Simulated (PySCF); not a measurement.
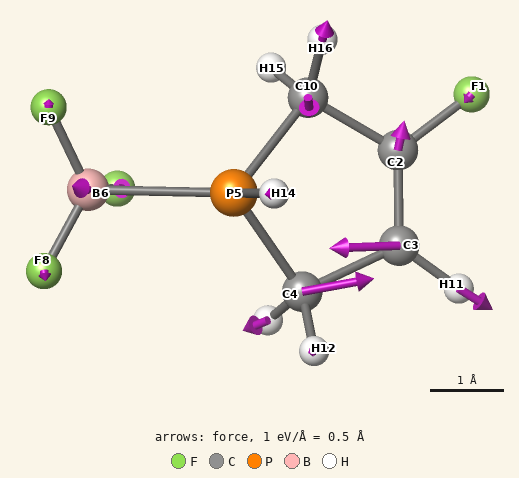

Starting geometry of C₄H₆BF₄P with the computed forces as purple arrows. Style: ball-and-stick. Shown face on.

The start comes from GFN2-xTB. Its atoms were then displaced at random by about 0.01 Å.

The calculation used PySCF 2.14.0, density-fitted response routines, PBE0-D3(BJ)/def2-SVP geometry optimisation, gas phase. 

What follows when this structure is relaxed?

It isn't relaxed: the largest force vector, on a C atom, is 2.10 eV/Å. The final displacements have little in common with the starting forces (cosine between the two patterns 0.17). The largest move after the best rigid fit is that of an H atom, 0.27 Å. By element the largest moves are H 0.27 Å, F 0.21 Å, P 0.13 Å, C 0.08 Å, B 0.04 Å. Some distances before and after: C–C 1.548 → 1.500 Å, B–P 2.186 → 2.140 Å, C–H 1.061 → 1.092 Å, C–H 1.077 → 1.104 Å. Among the angles between lasting bonds that change: B–P–H 135.4° → 120.8°, C–P–B 109.8° → 115.9°, P–C–H 112.6° → 108.1°. Over 8 geometry steps the energy falls by 0.150 eV.
